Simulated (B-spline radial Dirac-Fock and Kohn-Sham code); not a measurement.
Atomic K. The calculation used a Dirac–Hartree–Slater potential; 1 + βP₂(cos θ) + (δ + γ cos²θ) sin θ cos φ with E1 and E1–E2 terms (a radial B-spline solver).

Predict the main features of the following plot. Angular distribution of photoelectrons from K (1s) in the plane of the polarisation E (up) and the photon direction k (right), relative to an isotropic one.

At 5.02 keV, β = 2.000, γ = 0.596 and δ = 0.000. At 5.02 keV the emission 45° forward of E is 1.3 times that 45° backward, and the lobe peaks 6.0° from E towards k.

Here it is:

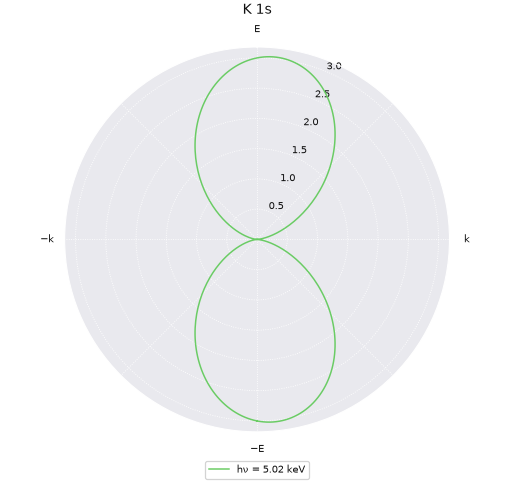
